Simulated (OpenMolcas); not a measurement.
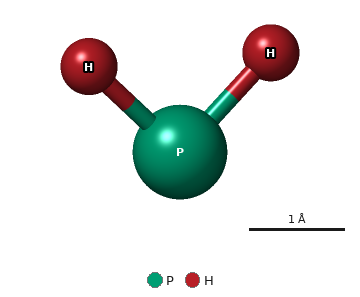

**Figure 1.** The structure (ball-and-stick view, seen at an oblique angle).

# PH2: single-point calculation (part 1 of 2)

PH2, multiplicity 4, SMILES [PH2], computed with HF/pcseg-0, ROHF (OpenMolcas 26.06).

The geometry is that of the parent species in another charge or spin state. The geometry comes from this level: PBE0-D4/def2-TZVP.

The input
```
&GATEWAY
 BasLib
 $CurrDir
 Coord
 3
 angstrom
 P        0.525730      -0.309370       0.258210
 H        0.114640       1.051490       0.176750
 H       -0.640370      -0.742120      -0.434970
 Basis
 pcseg-0
 Group
 NoSym

&SEWARD

&SCF
 UHF
 Spin
 4
 PrOrbitals
 1 1

&RASSCF
 FileOrb
 $Project.UnaOrb
 Spin
 4
 Nactel
 3 0 0
 Inactive
 7
 Ras2
 3
 OutOrbitals
 Canonical
 OrbListing
 Nothing
```

Launched with:
```bash
export MOLCAS_MEM=1860
pymolcas step1.input > step1.log
```

Log
```
--- Start Module: gateway ---

                                              &GATEWAY

                       available to each process: 1.9 GB of memory, 1 thread

 Basis Set     1 Label: P.PCSEG-0
 Basis set is read from library:.
 basistype.tbl is not found

 Basis Set     2 Label: H.PCSEG-0
 Basis set is read from library:.
 basistype.tbl is not found

++    Symmetry information:
      ---------------------

                    Character Table for C1

                             E
                    a        1  x, y, xy, Rz, z, xz, Ry, yz, Rx, I
--

++    Basis set information:
      ----------------------

      Basis set label: P.PCSEG-0.........

      Electronic valence basis set:
      ------------------
      Associated Effective Charge  15.000000 au
      Associated Actual Charge     15.000000 au
      Nuclear Model: Point charge

      Shell  nPrim  nBasis  Cartesian Spherical Contaminant
         s       9       4        X
         p       6       3        X

      Basis set label: H.PCSEG-0.........

      Electronic valence basis set:
      ------------------
      Associated Effective Charge   1.000000 au
      Associated Actual Charge      1.000000 au
      Nuclear Model: Point charge

      Shell  nPrim  nBasis  Cartesian Spherical Contaminant
         s       3       2        X
--

++    Molecular structure info:
      -------------------------

                    ************************************************
                    **** Cartesian Coordinates / bohr, angstrom ****
                    ************************************************

     Center  Label                x              y              z                     x              y              z
        1      P1               0.993486      -0.584625       0.487946              0.525730      -0.309370       0.258210
        2      H2               0.216638       1.987028       0.334009              0.114640       1.051490       0.176750
        3      H3              -1.210124      -1.402404      -0.821974             -0.640370      -0.742120      -0.434970

                    ***************************************
                    *    InterNuclear Distances / bohr    *
                    ***************************************

               1 P1            2 H2            3 H3
    1 P1       0.000000
    2 H2       2.690834        0.000000
    3 H3       2.690827        3.854892        0.000000

                    *******************************************
                    *    InterNuclear Distances / angstrom    *
                    *******************************************

               1 P1            2 H2            3 H3
    1 P1       0.000000
    2 H2       1.423928        0.000000
    3 H3       1.423924        2.039921        0.000000

                    **************************************
                    *    Valence Bond Angles / degree    *
                    **************************************
                          Atom centers                 Phi
                      2 H2       1 P1       3 H3        91.50
--

            Nuclear Potential Energy             11.40838568 au

--- Stop Module: gateway /rc=_RC_ALL_IS_WELL_ ---

--- Start Module: seward ---

                                              &SEWARD

                       available to each process: 1.9 GB of memory, 1 thread

               SEWARD will generate:
                  Multipole Moment integrals up to order  2
                  Kinetic Energy integrals
                  Nuclear Attraction integrals (point charge)
                  One-Electron Hamiltonian integrals
                  Velocity integrals
                  Orbital angular momentum around (  0.9024  -0.5310   0.4432 )
                  Velocity quadrupole around (  0.9024  -0.5310   0.4432 )
                  Two-Electron Repulsion integrals

                   Integrals are discarded if absolute value <: 1.00E-14
                   Integral cutoff threshold is set to       <: 1.00E-16

            Nuclear Potential Energy             11.40838568 au

      Basis set specifications :
      Symmetry species         a
      Basis functions           17

--- Stop Module: seward /rc=_RC_ALL_IS_WELL_ ---

--- Start Module: scf ---

                                                &SCF

                       available to each process: 1.9 GB of memory, 1 thread

++    Input section:
      --------------

      Header of the integral files:

      Cartesian coordinates in angstrom:
      -----------------------------------------------------
      No.  Label        X            Y            Z
      -----------------------------------------------------
       1   P1         0.52573000  -0.30937000   0.25821000
       2   H2         0.11464000   1.05149000   0.17675000
       3   H3        -0.64037000  -0.74212000  -0.43497000
      -----------------------------------------------------
      Nuclear repulsion energy =   11.40838568
--

++    Orbital specifications:
      -----------------------

      Symmetry species               1
                                     a
      Frozen orbitals                0
      Start temperature = 0.500
      End temperature   = 0.010
      Temperature Factor= 0.460
      Deleted orbitals               0
      Total number of orbitals      17
      Number of basis functions     17
--

      Molecular charge                           0.000

++    Optimization specifications:
      ----------------------------

      SCF Algorithm: Conventional USCF
      D(i)-D(i-1) density differences are used
      Number of density matrices in core                 5
      Maximum number of NDDO SCF iterations            400
      Maximum number of HF SCF iterations              400
      Threshold for SCF energy change             1.00E-09
      Threshold for density matrix                1.00E-04
      Threshold for Fock matrix                   1.50E-04
      Threshold for linear dependence             1.00E-09
      Threshold at which DIIS is turned on        1.50E-01
      Maximum depth in the DIIS procedure                5
      Maximum depth in the BFGS Hessian update          30
      Threshold at which QNR/C2DIIS is turned on  7.50E-02
      Threshold for Norm(delta) (QNR/C2DIIS)      1.00E-03
      All orbitals punched on: UHFORB
--

      Input vectors read from INPORB
      Orbital file label: *Guess orbitals

++ Convergence information
                               UHF SCF        iterations: Energy and convergence statistics

Iter     Tot. SCF        One-elec.       Two-elec.     Energy      Max Dij or  Max Fij      DNorm      TNorm      AccCon     Time
         Energy          Energy          Energy        Change      Delta Norm                                                in Sec.
   1  -339.821947180  -492.300101040   141.069768180   0.00E+00    2.67E-01*   1.32E+00*    7.17E+00   6.50E+01   None         0.
   2  -340.283184997  -492.654252681   140.962682005  -4.61E-01*   5.08E-02*   6.72E-02*    6.03E+00   6.49E+01   EDIIS        0.
   3  -340.881791115  -493.730935967   141.440759173  -5.99E-01*   2.92E-02*   2.93E-02*    3.63E+00   6.51E+01   EDIIS        0.
   4  -341.041793786  -493.591905259   141.141725793  -1.60E-01*   2.71E-02*   2.33E-02*    1.58E+00   6.50E+01   EDIIS        0.
   5  -341.157896574  -493.739759855   141.173477601  -1.16E-01*   4.32E-02*   1.69E-02*    3.73E+00   6.50E+01   EDIIS        0.
   6  -341.173375265  -493.744581423   141.162820478  -1.55E-02*   2.56E-02*   9.06E-03*    6.91E-01   6.50E+01   EDIIS        0.
   7  -341.173685297  -493.726416725   141.144345748  -3.10E-04*   1.22E-02*   4.34E-03*    5.35E-02   6.50E+01   EDIIS        0.

       Fermi aufbau procedure completed!
      nOcc(alpha)=   10
      nOcc(beta) =    7

   8  -341.173753472  -493.723528808   141.141389656  -6.82E-05*   1.24E-03*   4.32E-03*    2.23E-02   6.50E+01   c2DIIS       0.
   9  -341.173777868  -493.719226986   141.137063439  -2.44E-05*   1.26E-03*   2.49E-04*    9.11E-03   6.50E+01   QNRc2DIIS    0.
  10  -341.173778466  -493.719289160   141.137125014  -5.98E-07*   1.85E-03*   1.46E-04     3.45E-03   6.50E+01   QNRc2DIIS    0.
  11  -341.173778800  -493.718947025   141.136782545  -3.34E-07*   2.18E-04    3.09E-05     4.29E-03   6.50E+01   QNRc2DIIS    0.
  12  -341.173778807  -493.718880419   141.136715933  -6.70E-09*   1.89E-05    2.81E-06     6.44E-04   6.50E+01   QNRc2DIIS    0.
  13  -341.173778807  -493.718843116   141.136678630  -6.50E-11    6.89E-06    8.00E-07     4.19E-05   6.50E+01   QNRc2DIIS    0.

       Convergence after  13 Iterations
--

 *****************************************************************************************************************************
 *                                             SCF/KS-DFT Program, Final results                                             *
 *                                                       Final Results                                                       *
 *****************************************************************************************************************************

::    Total SCF energy                               -341.1737788066
      One-electron energy                            -493.7188431161
      Two-electron energy                             141.1366786296
      Nuclear repulsion energy                         11.4083856798
      Kinetic energy (interpolated)                   342.0529207210
      Virial theorem                                    0.9974298073
      Total spin, S(S+1)                                3.7522371356
      Total spin, S                                     1.5005592057
      Max non-diagonal density matrix element           0.0000039704
      Max non-diagonal Fock matrix element              0.0000005715

      All orbitals with orbital energies smaller than  E(LUMO)+0.5 are printed

++    Molecular orbitals:
      -------------------

      Title: UHF orbitals (alpha)

      Molecular orbitals for symmetry species 1: a

          Orbital            1         2         3         4         5         6         7         8         9        10
          Energy          -79.9635   -7.4639   -5.4827   -5.4777   -5.4740   -0.9268   -0.5898   -0.5543   -0.4341   -0.1419
          Occ. No.          1.0000    1.0000    1.0000    1.0000    1.0000    1.0000    1.0000    1.0000    1.0000    1.0000

          Orbital           11        12
          Energy            0.1513    0.4272
          Occ. No.          0.0000    0.0000

--

      All orbitals with orbital energies smaller than  E(LUMO)+0.5 are printed

++    Molecular orbitals:
      -------------------

      Title: UHF orbitals (beta)

      Molecular orbitals for symmetry species 1: a

          Orbital            1         2         3         4         5         6         7         8         9        10
          Energy          -79.9435   -7.4401   -5.4484   -5.4480   -5.4396   -0.7525   -0.4647   -0.0431    0.0349    0.2351
          Occ. No.          1.0000    1.0000    1.0000    1.0000    1.0000    1.0000    1.0000    0.0000    0.0000    0.0000

          Orbital           11
          Energy            0.2433
          Occ. No.          0.0000

--

++    Molecular charges:
      ------------------

      Mulliken charges per centre and basis function type
      ---------------------------------------------------
```
